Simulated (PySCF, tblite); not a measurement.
# C8H5F: vibronic structure

Wanted: vibronic structure for C8H5F (`C#Cc1cccc(F)c1`).

Programs: tblite 0.8.0 and PySCF 2.14.0, with routines of our own; each step states its level. All values are computed. Atoms count from 0.

### 1 The starting structure

14 atoms, charge 0, multiplicity 1; geometry from: force field or distance geometry start.

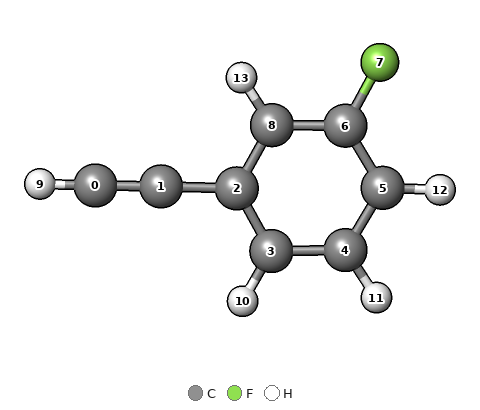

The starting geometry (carbon grey, fluorine green, hydrogen white).

### 2 Geometry optimisation with GFN2-xTB

Job settings and geometry (Å):

```
{"job": {"kind": "relax", "xc": "GFN2-xTB", "basis": "xTB"}, "charge": 0, "multiplicity": 1}
C      3.327700     0.223400    -0.429000
C      2.101500     0.131800    -0.274500
C      0.691500     0.008200    -0.077100
C      0.132500    -1.214200     0.194600
C     -1.252900    -1.280400     0.380000
C     -2.036500    -0.146800     0.257100
C     -1.427400     1.069400    -0.030100
F     -2.159100     2.225900    -0.143800
C     -0.055700     1.162600    -0.200200
H      4.360800     0.315500    -0.575000
H      0.739500    -2.129200     0.293400
H     -1.765500    -2.212100     0.599200
H     -3.104300    -0.249700     0.411200
H      0.447300     2.095200    -0.428200
```

Launch:

```console
$ OMP_NUM_THREADS=1 python excited_run.py task.json out
```

This one command runs all jobs of the session in turn.

The log of the run:

```text
step      E/eV     max force
  0    -661.82741    3.952
  1    -661.58645   10.885
  2    -661.94954    1.267
  3    -661.96637    0.414
  4    -661.97562    0.304
  5    -661.98580    0.444
  6    -661.99011    0.227
  7    -661.99339    0.118
  8    -661.99541    0.188
  9    -661.99681    0.161
 10    -661.99736    0.066
 11    -661.99755    0.036
 12    -661.99762    0.037
 13    -661.99768    0.025
 14    -661.99774    0.021
 15    -661.99780    0.022
 16    -661.99786    0.026
 17    -661.99795    0.027
 18    -661.99806    0.031
 19    -661.99821    0.034
 20    -661.99838    0.038
 21    -661.99856    0.036
 22    -661.99877    0.043
 23    -661.99895    0.040
 24    -661.99907    0.025
 25    -661.99912    0.016
 26    -661.99915    0.013
 27    -661.99917    0.012
 28    -661.99918    0.010
```

Wall time 0.15 s (1 thread of Arm Neoverse V1, shared host).

Along the way: (the energy doesn't fall at every step)

| step | energy from step 0 (eV) | largest force (eV/Å) |
| --- | --- | --- |
| 0 | 0.0000 | 3.9518 |
| 1 | 0.2410 | 10.8851 |
| 2 | -0.1221 | 1.2674 |
| 3 | -0.1390 | 0.4139 |
| 4 | -0.1482 | 0.3037 |
| 5 | -0.1584 | 0.4437 |
| 6 | -0.1627 | 0.2268 |
| 7 | -0.1660 | 0.1182 |
| 8 | -0.1680 | 0.1882 |
| 9 | -0.1694 | 0.1609 |
| 10 | -0.1699 | 0.0656 |
| 11 | -0.1701 | 0.0356 |
| 12 | -0.1702 | 0.0373 |
| 13 | -0.1703 | 0.0248 |
| 14 | -0.1703 | 0.0215 |
| 15 | -0.1704 | 0.0217 |
| 16 | -0.1704 | 0.0256 |
| 17 | -0.1705 | 0.0274 |
| 18 | -0.1707 | 0.0310 |
| 19 | -0.1708 | 0.0341 |
| 20 | -0.1710 | 0.0381 |
| 21 | -0.1712 | 0.0355 |
| 22 | -0.1714 | 0.0434 |
| 23 | -0.1715 | 0.0403 |
| 24 | -0.1717 | 0.0245 |
| 25 | -0.1717 | 0.0163 |
| 26 | -0.1717 | 0.0131 |
| 27 | -0.1718 | 0.0117 |
| 28 | -0.1718 | 0.0098 |

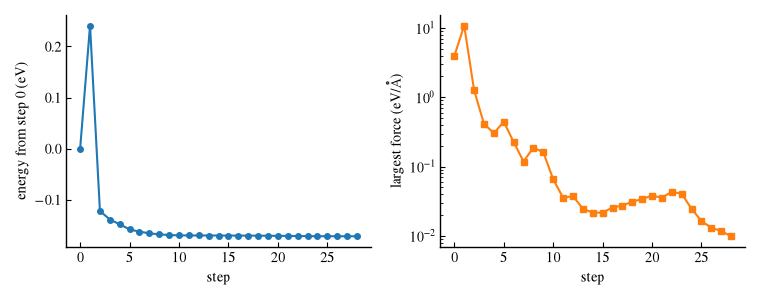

Energy and largest force along the relaxation.

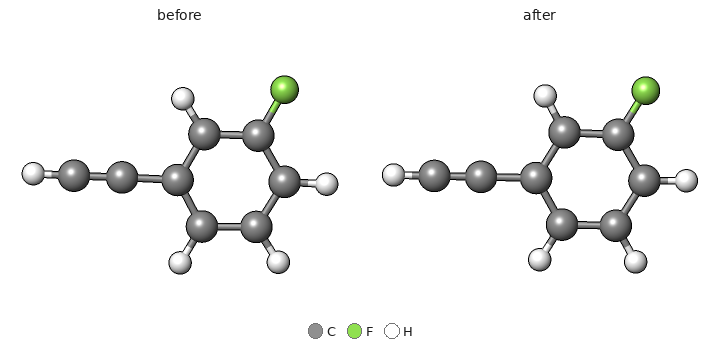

The geometry before (left) and after (right).

Close pairs (by a distance rule), those that changed most:

```
  bond  before (Å)  after (Å)  change (Å)
 C0–C1       1.239      1.200      -0.039
 C2–C3       1.371      1.395      +0.024
 C6–F7       1.373      1.350      -0.023
C3–H10       1.102      1.079      -0.023
 C3–C4       1.399      1.382      -0.017
 C2–C8       1.381      1.394      +0.014
 C1–C2       1.429      1.416      -0.013
C4–H11       1.086      1.079      -0.006
```

The end geometry stands in the next job.

### 3 Vibrational analysis with GFN2-xTB

Job settings and geometry (Å):

```
{"job": {"kind": "ir", "xc": "GFN2-xTB", "basis": "xTB"}, "charge": 0, "multiplicity": 1}
C      3.313815     0.186187    -0.425010
C      2.125120     0.116031    -0.273336
C      0.723154     0.030307    -0.092562
C      0.125639    -1.196795     0.197520
C     -1.242702    -1.278662     0.373251
C     -2.035215    -0.147920     0.263763
C     -1.426287     1.061288    -0.022985
F     -2.192096     2.168105    -0.130061
C     -0.063108     1.176214    -0.204179
H      4.352660     0.251080    -0.557609
H      0.742638    -2.078481     0.282624
H     -1.700145    -2.230290     0.597609
H     -3.104231    -0.191647     0.395900
H      0.380080     2.134109    -0.427089
```

The log of the run:

```text
mode    cm-1     km/mol
  1     123.8      0.03
  2     124.6      0.26
  3     220.9      2.16
  4     322.4      0.07
  5     353.8      4.29
  6     424.0      0.15
  7     444.6      0.04
  8     477.3      3.69
  9     490.4      6.73
 10     550.0     10.39
 11     635.9      2.58
 12     672.4     12.45
 13     677.9      2.69
 14     709.2     10.83
 15     795.9     53.03
 16     874.5      3.33
 17     889.7      0.11
 18     925.7      0.01
 19     949.4     45.55
 20     991.1      5.98
 21    1111.4      1.96
 22    1135.5     35.06
 23    1179.8      3.21
 24    1246.8     11.73
 25    1263.9     66.48
 26    1320.8      0.98
 27    1427.3     32.03
 28    1463.1     30.28
 29    1574.8     43.47
 30    1595.2     29.53
 31    2258.2      0.68
 32    3089.2     10.19
 33    3100.7     30.60
 34    3111.3      9.70
 35    3116.2     15.11
 36    3393.8      6.77
```

Run time: 0.38 s. Hardware: 1 thread of Arm Neoverse V1, shared host.

Which atoms move in the most intense modes:

```
cm⁻¹  km/mol                               atoms
 796    53.0        H12 25 %, H10 20 %, H11 18 %
 949    45.5           C8 20 %, F7 14 %, C3 14 %
1136    35.1         H13 53 %, H10 13 %, C6 10 %
1264    66.5           C2 34 %, C6 25 %, C4 12 %
1427    32.0           C6 28 %, C2 22 %, C8 11 %
1463    30.3           C4 21 %, C2 18 %, C6 12 %
1575    43.5  C5 33 %, C2 19 %, C6 14 %, C4 10 %
3101    30.6                  H10 65 %, H11 24 %
```

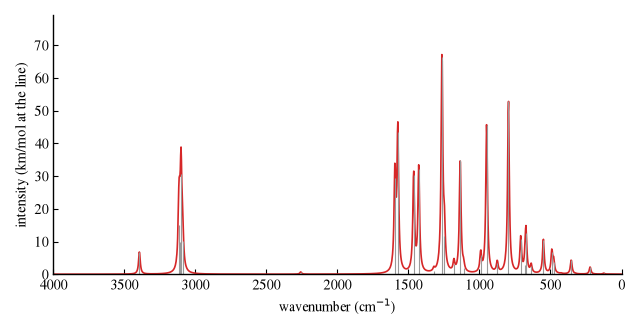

The infrared spectrum from these modes, unscaled. Lines are broadened to a width of 14 cm⁻¹ (Lorentzian).

### 4 Vibronic structure: TDDFT PBE0/def2-SVP

The job, as its differences from that of step 3:

```diff
@@ -1,2 +1,2 @@
-{"job": {"kind": "ir", "xc": "GFN2-xTB", "basis": "xTB"}, "charge": 0, "multiplicity": 1}
+{"job": {"kind": "vib", "xc": "PBE0", "basis": "def2-SVP", "tda": false}, "charge": 0, "multiplicity": 1}
 C      3.313815     0.186187    -0.425010
```

Method: TDDFT PBE0/def2-SVP vertical-gradient vibronic structure (displaced harmonic oscillators, Condon), gas phase.

The log of the run:

```text
final grid: 59104 points
cycle   1  E = -406.8090236308  dE =  1.609e+00  |g| = 5.284e-01  |ddm| = 4.930e+00
cycle   2  E = -406.7888971659  dE =  2.013e-02  |g| = 6.424e-01  |ddm| = 1.257e+00
cycle   3  E = -406.8655314929  dE = -7.663e-02  |g| = 1.038e-01  |ddm| = 6.790e-01
cycle   4  E = -406.8679608940  dE = -2.429e-03  |g| = 3.444e-02  |ddm| = 1.479e-01
cycle   5  E = -406.8682404060  dE = -2.795e-04  |g| = 1.439e-02  |ddm| = 5.128e-02
cycle   6  E = -406.8682905636  dE = -5.016e-05  |g| = 3.670e-03  |ddm| = 1.885e-02
cycle   7  E = -406.8682928538  dE = -2.290e-06  |g| = 2.054e-03  |ddm| = 4.667e-03
cycle   8  E = -406.8682939609  dE = -1.107e-06  |g| = 3.093e-04  |ddm| = 2.209e-03
cycle   9  E = -406.8682939839  dE = -2.299e-08  |g| = 9.236e-05  |ddm| = 4.321e-04
cycle  10  E = -406.8682939859  dE = -2.014e-09  |g| = 1.890e-05  |ddm| = 1.084e-04
cycle  11  E = -406.8682939860  dE = -8.572e-11  |g| = 7.885e-06  |ddm| = 2.988e-05
converged SCF energy = -406.8682939860

Singlet excitations (eV, f): 5.104 (0.0646)  5.423 (0.2542)  5.472 (0.0000)  6.405 (0.2161)  6.553 (0.0000)  6.693 (0.1562)

State S1  5.1042 eV  f = 0.06461  H-1->L 0.36, H->L 0.34, H->L+1 0.25
  relaxed dipole 1.233 D, largest gradient of the excitation energy 0.0534 Eh/bohr
  mode    cm-1        S   lambda/meV  Raman
   25   1263.9    0.3868      60.6   1.000
   20    991.1    0.2560      31.5   0.407
   31   2258.2    0.0774      21.7   0.639
   14    709.2    0.0935       8.2   0.076
    9    490.4    0.1117       6.8   0.044
    7    444.6    0.1211       6.7   0.039
   27   1427.3    0.0291       5.1   0.096
   28   1463.1    0.0251       4.5   0.087
   21   1111.4    0.0177       2.4   0.035
    8    477.3    0.0335       2.0   0.012
    2    124.6    0.0755       1.2   0.002
   19    949.4    0.0092       1.1   0.013
  reorganisation energy 0.1570 eV, total S 1.276, 0-0 4.9472 eV
  absorption maximum 4.949 eV, width 0.190 eV

State S2  5.4234 eV  f = 0.25416  H->L 0.56, H-1->L 0.25, H->L+1 0.12
  relaxed dipole 1.929 D, largest gradient of the excitation energy 0.1075 Eh/bohr
  mode    cm-1        S   lambda/meV  Raman
   31   2258.2    0.3582     100.3   1.000
   30   1595.2    0.3613      71.5   0.503
   25   1263.9    0.2220      34.8   0.194
   20    991.1    0.1832      22.5   0.099
   28   1463.1    0.0383       6.9   0.045
   22   1135.5    0.0438       6.2   0.031
    9    490.4    0.0870       5.3   0.011
   27   1427.3    0.0200       3.5   0.022
   36   3393.8    0.0083       3.5   0.052
   14    709.2    0.0219       1.9   0.006
    8    477.3    0.0295       1.7   0.004
   23   1179.8    0.0101       1.5   0.008
  reorganisation energy 0.2646 eV, total S 1.466, 0-0 5.1588 eV
  absorption maximum 5.159 eV, width 0.302 eV

State S4  6.4046 eV  f = 0.21609  H->L+1 0.58, H-1->L 0.32
  relaxed dipole 2.700 D, largest gradient of the excitation energy 0.0808 Eh/bohr
  mode    cm-1        S   lambda/meV  Raman
   31   2258.2    0.2057      57.6   1.000
   20    991.1    0.3062      37.6   0.287
   25   1263.9    0.1902      29.8   0.290
   14    709.2    0.1583      13.9   0.076
   30   1595.2    0.0470       9.3   0.114
   28   1463.1    0.0174       3.2   0.036
    9    490.4    0.0434       2.6   0.010
   23   1179.8    0.0161       2.4   0.021
   29   1574.8    0.0118       2.3   0.028
   19    949.4    0.0165       1.9   0.014
   27   1427.3    0.0073       1.3   0.014
  reorganisation energy 0.1684 eV, total S 1.064, 0-0 6.2362 eV
  absorption maximum 6.236 eV, width 0.038 eV

State T1  3.5752 eV  f = 0.00000  H->L 0.84
  relaxed dipole 1.593 D, largest gradient of the excitation energy 0.1049 Eh/bohr
  mode    cm-1        S   lambda/meV  Raman
   30   1595.2    0.8646     171.0   1.000
   31   2258.2    0.3192      89.4   0.740
   25   1263.9    0.4244      66.5   0.308
   20    991.1    0.2145      26.4   0.096
   22   1135.5    0.0850      12.0   0.050
   28   1463.1    0.0491       8.9   0.048
   14    709.2    0.0691       6.1   0.016
   36   3393.8    0.0071       3.0   0.037
   23   1179.8    0.0204       3.0   0.013
    7    444.6    0.0514       2.8   0.005
    5    353.8    0.0589       2.6   0.003
   24   1246.8    0.0166       2.6   0.012
  reorganisation energy 0.3990 eV, total S 2.239, 0-0 3.1761 eV
  absorption maximum 3.372 eV, width 0.516 eV
```

It took 33 s on 1 thread of Arm Neoverse V1, shared host; peak memory 0.89 GiB.

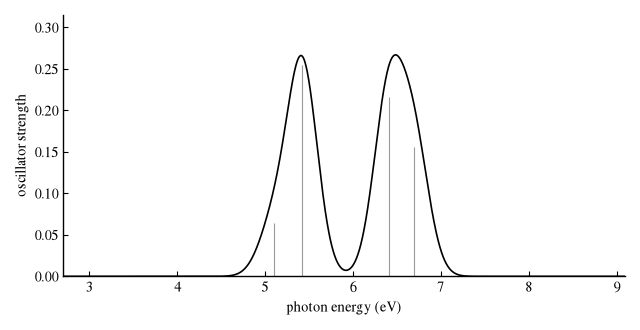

Absorption lines of the singlets. Lines are broadened to a width of 0.40 eV (Gaussian).

### 5 Vibronic structure: TDDFT mPW1PW91/pcseg-0

The job, as its differences from that of step 4:

```diff
@@ -1,2 +1,2 @@
-{"job": {"kind": "vib", "xc": "PBE0", "basis": "def2-SVP", "tda": false}, "charge": 0, "multiplicity": 1}
+{"job": {"kind": "vib", "xc": "mPW1PW91", "basis": "pcseg-0", "tda": false, "fwhm_ev": 0.02, "nstates": 2, "nbright": 1}, "charge": 0, "multiplicity": 1}
 C      3.313815     0.186187    -0.425010
```

With the program's defaults for keys left out, this is: TDDFT mPW1PW91/pcseg-0 vertical-gradient vibronic structure (displaced harmonic oscillators, Condon), gas phase.

The log of the run:

```text
final grid: 59104 points
cycle   1  E = -406.4374532780  dE =  1.644e+00  |g| = 4.135e-01  |ddm| = 4.450e+00
cycle   2  E = -406.4186250109  dE =  1.883e-02  |g| = 5.496e-01  |ddm| = 1.060e+00
cycle   3  E = -406.4768920782  dE = -5.827e-02  |g| = 5.659e-02  |ddm| = 5.631e-01
cycle   4  E = -406.4774634884  dE = -5.714e-04  |g| = 3.449e-02  |ddm| = 1.068e-01
cycle   5  E = -406.4777584542  dE = -2.950e-04  |g| = 1.164e-02  |ddm| = 4.659e-02
cycle   6  E = -406.4777878011  dE = -2.935e-05  |g| = 4.165e-03  |ddm| = 1.311e-02
cycle   7  E = -406.4777922566  dE = -4.455e-06  |g| = 6.780e-04  |ddm| = 4.857e-03
cycle   8  E = -406.4777923600  dE = -1.034e-07  |g| = 3.062e-04  |ddm| = 1.139e-03
cycle   9  E = -406.4777923819  dE = -2.182e-08  |g| = 4.278e-05  |ddm| = 3.987e-04
cycle  10  E = -406.4777923822  dE = -3.840e-10  |g| = 2.028e-05  |ddm| = 7.262e-05
converged SCF energy = -406.4777923822

Singlet excitations (eV, f): 5.235 (0.0526)  5.624 (0.2764)

State S1  5.2352 eV  f = 0.05263  H-1->L 0.37, H->L 0.30, H->L+1 0.26
  relaxed dipole 1.400 D, largest gradient of the excitation energy 0.0529 Eh/bohr
  mode    cm-1        S   lambda/meV  Raman
   25   1263.9    0.3855      60.4   1.000
   20    991.1    0.2920      35.9   0.466
   31   2258.2    0.0688      19.3   0.570
   14    709.2    0.0977       8.6   0.080
    7    444.6    0.1507       8.3   0.048
    9    490.4    0.0870       5.3   0.034
   27   1427.3    0.0295       5.2   0.097
   28   1463.1    0.0247       4.5   0.086
   21   1111.4    0.0168       2.3   0.034
    8    477.3    0.0243       1.4   0.009
   19    949.4    0.0118       1.4   0.017
    2    124.6    0.0589       0.9   0.001
  reorganisation energy 0.1584 eV, total S 1.282, 0-0 5.0769 eV
  absorption maximum 5.077 eV, width 0.020 eV

State S2  5.6242 eV  f = 0.27640  H->L 0.59, H-1->L 0.24, H->L+1 0.10
  relaxed dipole 2.440 D, largest gradient of the excitation energy 0.1107 Eh/bohr
  mode    cm-1        S   lambda/meV  Raman
   31   2258.2    0.3857     108.0   1.000
   30   1595.2    0.4069      80.5   0.526
   25   1263.9    0.2203      34.5   0.179
   20    991.1    0.2040      25.1   0.102
   28   1463.1    0.0372       6.7   0.040
   22   1135.5    0.0438       6.2   0.029
    9    490.4    0.0818       5.0   0.010
   36   3393.8    0.0091       3.8   0.053
   14    709.2    0.0382       3.4   0.010
   27   1427.3    0.0179       3.2   0.019
   23   1179.8    0.0132       1.9   0.009
    7    444.6    0.0277       1.5   0.003
  reorganisation energy 0.2853 eV, total S 1.561, 0-0 5.3389 eV
  absorption maximum 5.339 eV, width 0.020 eV

State T1  3.7040 eV  f = 0.00000  H->L 0.82
  relaxed dipole 1.899 D, largest gradient of the excitation energy 0.1019 Eh/bohr
  mode    cm-1        S   lambda/meV  Raman
   30   1595.2    0.8234     162.9   1.000
   31   2258.2    0.3043      85.2   0.741
   25   1263.9    0.4297      67.3   0.328
   20    991.1    0.2366      29.1   0.111
   22   1135.5    0.0766      10.8   0.047
   28   1463.1    0.0453       8.2   0.046
   14    709.2    0.0844       7.4   0.020
   23   1179.8    0.0192       2.8   0.013
   36   3393.8    0.0066       2.8   0.036
   24   1246.8    0.0172       2.7   0.013
    5    353.8    0.0560       2.5   0.003
    7    444.6    0.0434       2.4   0.004
  reorganisation energy 0.3890 eV, total S 2.198, 0-0 3.3150 eV
  absorption maximum 3.315 eV, width 0.410 eV
```

It took 13 s on 1 thread of Arm Neoverse V1, shared host; peak memory 0.76 GiB.

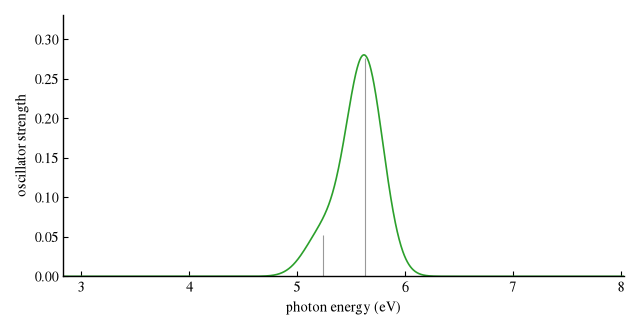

Absorption lines of the singlets. Lines are broadened to a width of 0.40 eV (Gaussian).

### 6 What came out

| quantity | value |
| --- | --- |
| strongest single infrared mode (GFN2-xTB) | 1264 cm⁻¹, 66 km/mol |
| zero-point energy (GFN2-xTB) | 61.5 kcal/mol |
| S1: vertical, reorganisation, 0-0, total S (step 4, TDDFT PBE0/def2-SVP, modes from GFN2-xTB) | 5.10, 0.16, 4.95 eV; 1.3 |
| S2: vertical, reorganisation, 0-0, total S (step 4, TDDFT PBE0/def2-SVP, modes from GFN2-xTB) | 5.42, 0.26, 5.16 eV; 1.5 |
| S4: vertical, reorganisation, 0-0, total S (step 4, TDDFT PBE0/def2-SVP, modes from GFN2-xTB) | 6.40, 0.17, 6.24 eV; 1.1 |
| S1: vertical, reorganisation, 0-0, total S (step 5, TDDFT mPW1PW91/pcseg-0, modes from GFN2-xTB) | 5.24, 0.16, 5.08 eV; 1.3 |
| S2: vertical, reorganisation, 0-0, total S (step 5, TDDFT mPW1PW91/pcseg-0, modes from GFN2-xTB) | 5.62, 0.29, 5.34 eV; 1.6 |
| T1: vertical, reorganisation, 0-0, total S (step 5, TDA mPW1PW91/pcseg-0, modes from GFN2-xTB) | 3.70, 0.39, 3.31 eV; 2.2 |

All 36 modes are real, so the xTB geometry is a minimum. The strongest single mode, at 1264 cm⁻¹, is carried by C2, C6, C4. Unscaled tight-binding wavenumbers are off by several per cent, some by more. Its intensities can rank the bands wrongly. Some states lie very close; unless symmetry makes them partners, their order is unsure. The vibronic model keeps the ground-state modes (from xTB) and shifts them along the gradient alone, so it can miss much of the relaxation that a full optimisation finds.
